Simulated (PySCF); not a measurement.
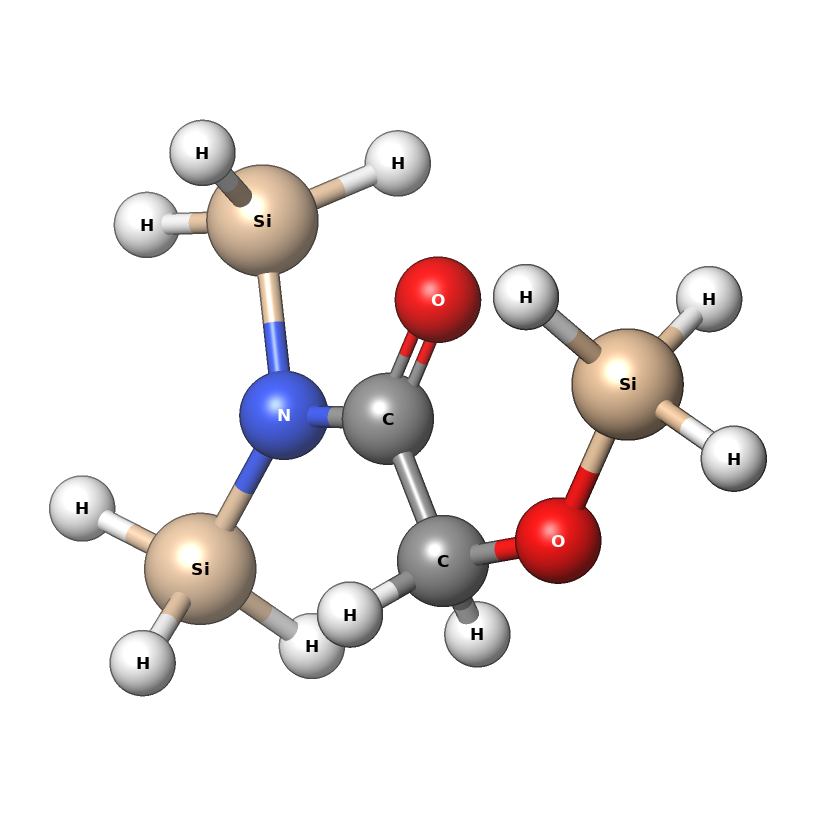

The picture shows a molecular structure as a ball-and-stick model.

The geometry was computed by an optimisation with GFN2-xTB. No frequency run is at hand to confirm it as a minimum.

What is the molecular formula?

C₂H₁₁NO₂Si₃, 19 atoms: 2 carbon, 11 hydrogen, 1 nitrogen, 2 oxygen and 3 silicon.

Count the bonded pairs by element.

9 Si–H, 2 C–O, 2 N–Si, 2 C–H, 1 C–C, 1 O–Si, 1 C–N.

Give a SMILES string for it.

O=C(CO[SiH3])N([SiH3])[SiH3]

More results for the same structure follow; atom numbers are the same in all pictures, views and colours differ.

Dipole moment

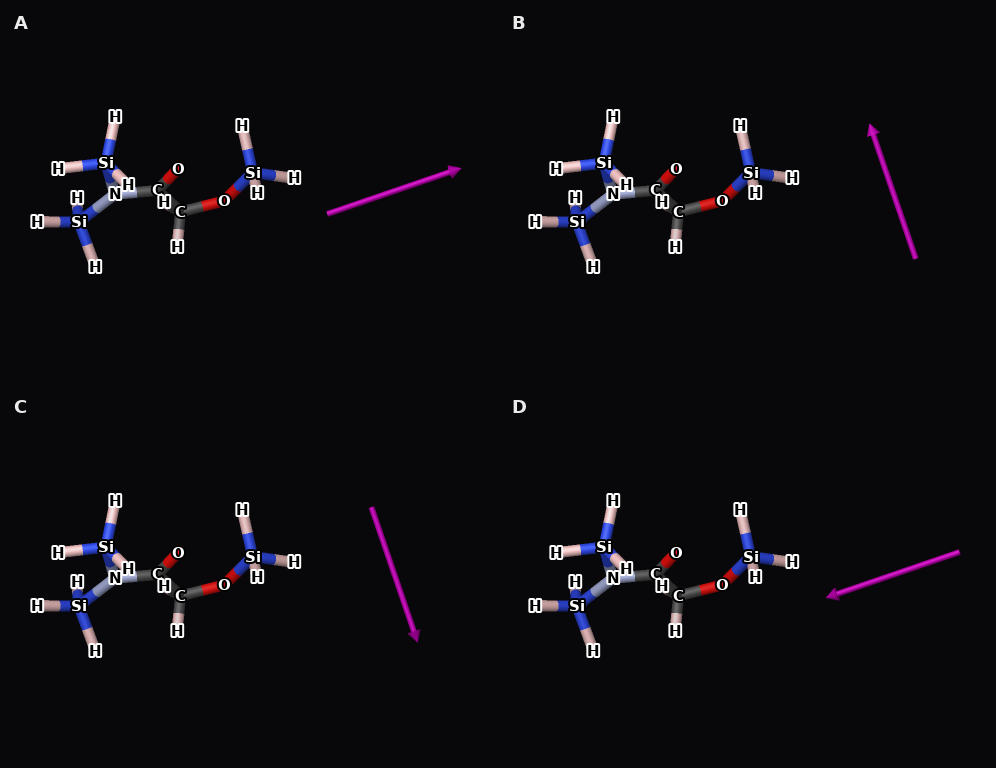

The same molecule four times, each with an arrow. No frequency run is at hand to confirm it as a minimum. Level of theory: PBE0/pcSseg-1, gas phase (PySCF 2.14.0).

Which arrow points along the dipole moment, from the negative to the positive end?

D. The dipole moment is 4.11 D.

NMR shielding

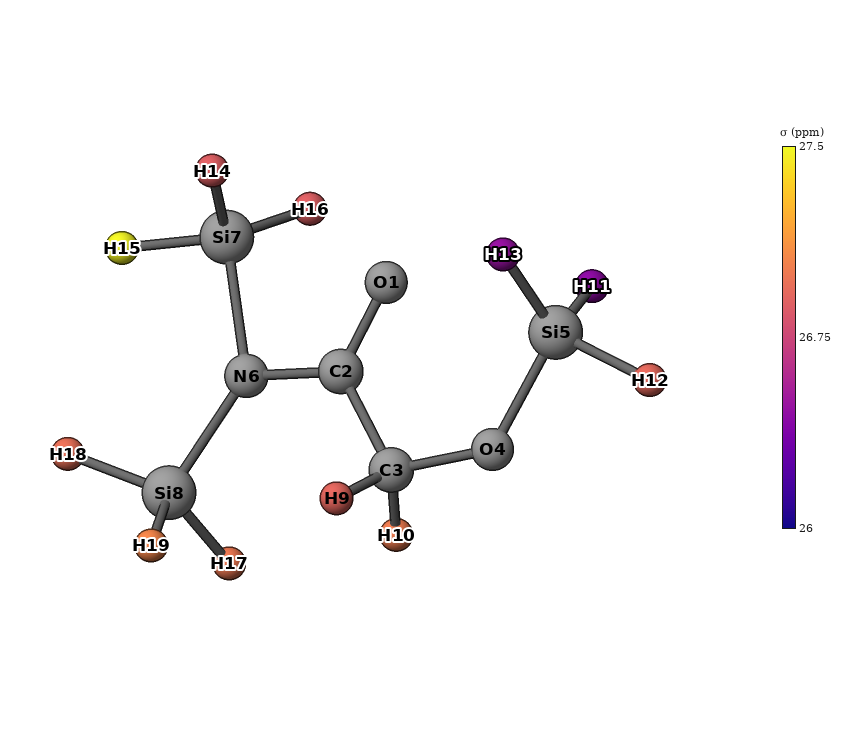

Atoms are coloured by their isotropic NMR shieldings (H only, the others grey). No frequency run is at hand to confirm it as a minimum. Properties computed with GIAO PBE0/pcSseg-1 NMR shielding, non-relativistic, gas phase (PySCF 2.14.0).

Give the isotropic NMR shieldings of the H atoms atom by atom.

```
atom  σ (ppm)
  H9    26.92
 H10    27.02
 H11    26.44
 H12    26.93
 H13    26.48
 H14    26.88
 H15    27.48
 H16    26.88
 H17    27.00
 H18    26.97
 H19    27.06
```

Bond orders

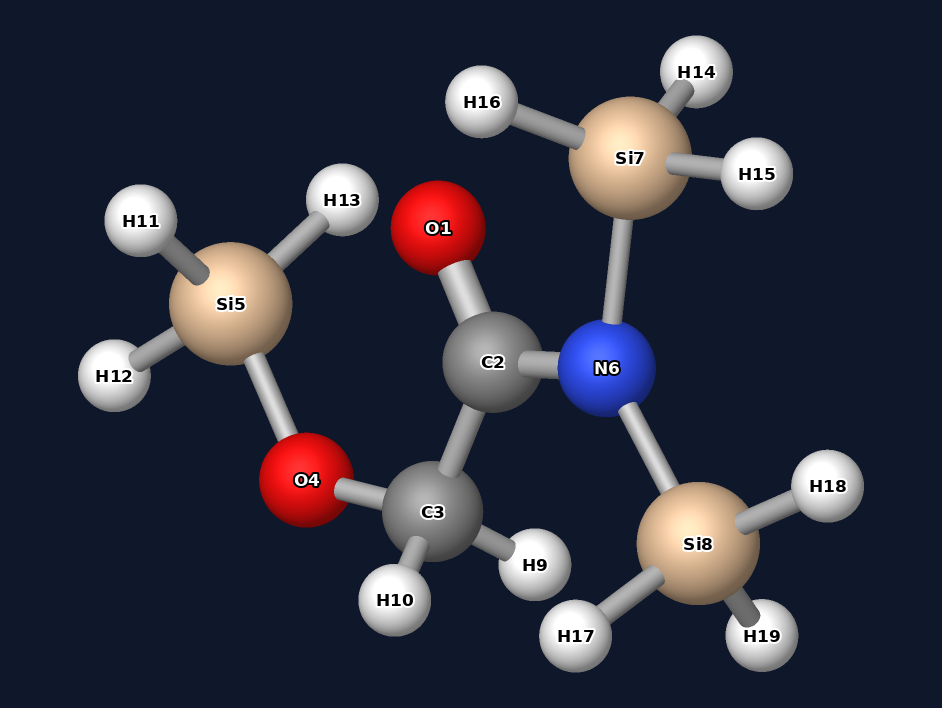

The thickness of each stick grows with its Mayer bond order. No frequency run is at hand to confirm it as a minimum. Level of theory: PBE0/pcSseg-1 (PySCF 2.14.0).

Which bond between heavy atoms has the highest Mayer bond order?

O1–C2, 1.63, at a length of 1.230 Å.

List the Mayer bond orders of O1–C2, C2–C3, C2–N6, C3–O4, O4–Si5, N6–Si7, N6–Si8 (bonds between heavy atoms, one of each equivalent set). Atoms whose distances differ by more than 0.02 Å in this geometry are listed apart.

```csv
bond,Mayer order,length (Å)
O1–C2,1.63,1.230
C2–C3,0.98,1.498
C2–N6,1.17,1.324
C3–O4,0.93,1.370
O4–Si5,0.90,1.639
N6–Si7,0.76,1.796
N6–Si8,0.84,1.743
```

Charges

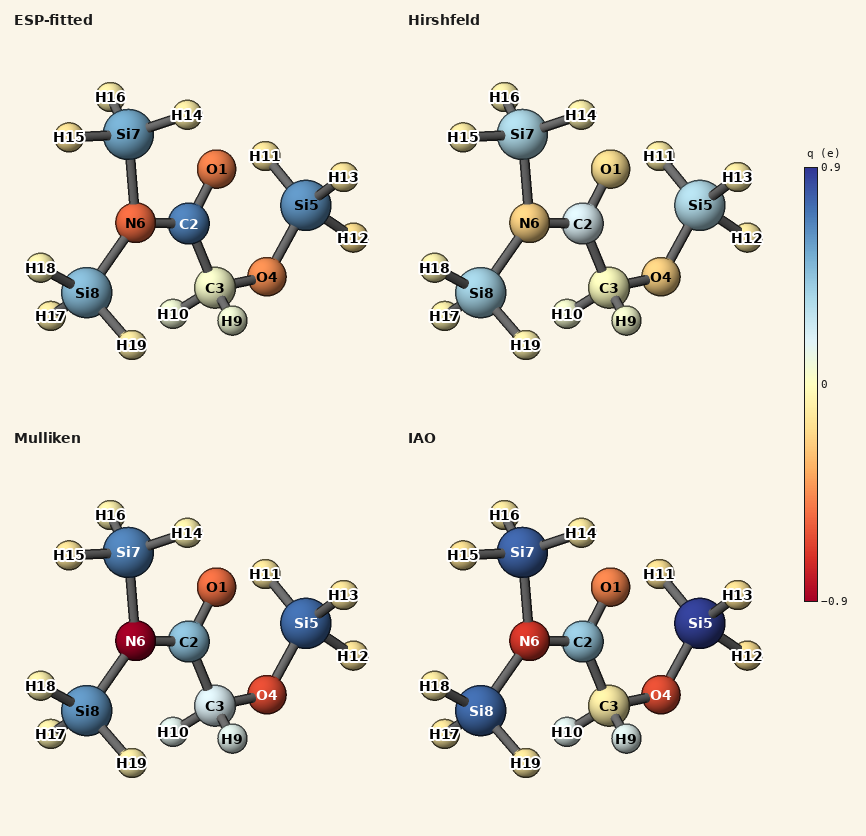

Atomic charges of one calculation by 4 schemes, on one colour scale. No frequency run is at hand to confirm it as a minimum. Level of theory: PBE0/pcSseg-1 (PySCF 2.14.0).

On which atom do the schemes disagree most?

On N6 (from −0.90 to −0.22 e).

List the charges (e), one line for each set of equivalent atoms. Atoms whose distances differ by more than 0.02 Å in this geometry are listed apart.

```
atom  ESP-fitted  Hirshfeld  Mulliken    IAO
  O1       −0.48      −0.17     −0.52  −0.47
  C2        0.67       0.19      0.45   0.41
  C3        0.04       0.01      0.18  −0.09
  O4       −0.44      −0.22     −0.63  −0.62
 Si5        0.61       0.32      0.73   0.86
  N6       −0.54      −0.22     −0.90  −0.69
 Si7        0.53       0.34      0.67   0.75
 Si8        0.47       0.38      0.60   0.74
  H9        0.08       0.05      0.15   0.16
 H10        0.07       0.05      0.15   0.15
 H11       −0.13      −0.09     −0.13  −0.15
 H12       −0.18      −0.11     −0.15  −0.17
 H13       −0.13      −0.09     −0.13  −0.16
 H14       −0.09      −0.07     −0.07  −0.11
 H15       −0.15      −0.10     −0.14  −0.16
 H16       −0.08      −0.07     −0.07  −0.11
 H17       −0.09      −0.07     −0.07  −0.12
 H18       −0.05      −0.06     −0.06  −0.10
 H19       −0.11      −0.07     −0.08  −0.12
```

Mulliken values depend strongly on the basis set and can even reverse the polarity of a bond. The geometry is semi-empirical. Around Si such bond lengths and angles can be off by a tenth of an ångström or more and by several degrees, and values that hang on the shape move with them.
